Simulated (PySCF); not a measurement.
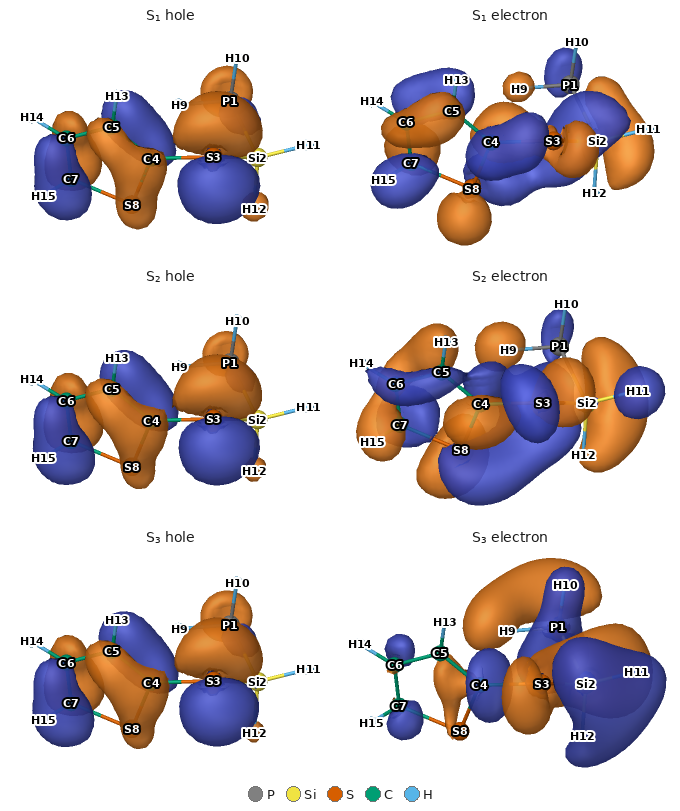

*C$_{4}$H$_{7}$PS$_{2}$Si, SMILES `P[SiH2]Sc1cccs1`. Leading natural transition orbitals (full linear response singlet states).*

Computed with PySCF, B3LYP/cc-pVDZ, geometry: GFN2-xTB. No frequency check shows the geometry to be a minimum. GFN2-xTB bond lengths at metals and heavier atoms can be off by up to 0.1 Å and shapes distorted, which carries into these values. Without diffuse functions Rydberg states are missing, so the states' numbers hold for this basis only.

Input script:

```python
import numpy as np
from pyscf import gto, scf, dft, tdscf
from pyscf.scf import atom_ks, atom_hf
from scipy.linalg import block_diag

def solve(mol, dm0=None, hcore=None):
    mf = (dft.UKS if mol.spin else dft.RKS)(mol, xc='b3lyp')
    mf.grids.level = 3
    mf = mf.density_fit(auxbasis='def2-universal-jkfit')
    mf.conv_tol, mf.max_cycle = 1e-8, 80
    if hcore is not None:
        mf.get_hcore = lambda *args: hcore
    mf.kernel(dm0)
    if not mf.converged:
        mf = mf.newton().run(mf.mo_coeff, mf.mo_occ, max_cycle=30)
    assert mf.converged, 'SCF not converged'
    return mf

mol = gto.M(atom='''
P      2.07805     1.65425     0.44140
Si     2.07987    -0.38364    -0.49560
S      0.55301    -1.70441     0.30797
C     -0.84146    -0.64725     0.24126
C     -1.70919    -0.39282     1.25878
C     -2.75173     0.48180     0.88005
C     -2.66453     0.87743    -0.41380
S     -1.31295     0.17825    -1.21824
H      0.70572     1.72529     0.62443
H      2.27998     1.19586     1.73379
H      3.28567    -1.13378    -0.17944
H      1.83047    -0.25610    -1.92850
H     -1.59573    -0.81513     2.24007
H     -3.52677     0.80516     1.55116
H     -3.30783     1.53970    -0.95770
''', basis='cc-pvdz', charge=0, spin=0, verbose=4)
mf = solve(mol)
td = mf.TDDFT()
td.nstates, td.singlet, td.conv_tol = 5, True, 1e-5
td.kernel()
td.analyze()
x, y = np.array([p[0] for p in td.xy]), np.array([p[1] + 0 * p[0] for p in td.xy])
f, mu = td.oscillator_strength(), td.transition_dipole()
nto = [td.get_nto(state=i + 1, verbose=4) for i in range(len(td.e))]
# spherically averaged free atoms, for the promolecule
atm = atom_ks.get_atm_nrks(mol, xc='b3lyp')
pro = block_diag(*[(atm[a[0]][2] * atm[a[0]][3]) @ atm[a[0]][2].T for a in mol._atom])
np.savez('result.npz', e=td.e, f=f, ok=td.converged, w=[n[0] for n in nto], nto=[n[1] for n in nto], x=x, y=y, c=mf.mo_coeff, occ=mf.mo_occ, eps=mf.mo_energy, pro=pro, mu=mu)
```

Launched as:

```sh
OMP_NUM_THREADS=1 python input.py
```

The run took 33 min on 1 thread of AMD EPYC (Zen 3), with other jobs on the host, peak memory 1.1 GiB.

Q: Describe these excited states.

A: By state:
- S₁: 4.53 eV (274 nm), f = 0.091; the leading pair carries 99 %; hole on S3 (44 %), C4 and C7 (11 % each) and C5 (8 %), electron on Si2 (17 %), S8 (15 %) and C4 and C7 (13 % each); their centroids lie 0.8 Å apart.
- S₂: 5.16 eV (241 nm), f = 0.029; the leading pair carries 93 %; hole on S3 (40 %), C4 and C7 (13 % each) and C5 (9 %), electron on S8 (22 %), Si2 (16 %) and S3 (13 %); their centroids lie 0.8 Å apart.
- S₃: 5.52 eV (224 nm), f = 0.005; the leading pair carries 88 %; hole on S3 (35 %), C4 and C7 (12 % each) and P1 (10 %), electron on Si2 (24 %), P1 (23 %) and S3 (18 %); their centroids lie 1.6 Å apart.
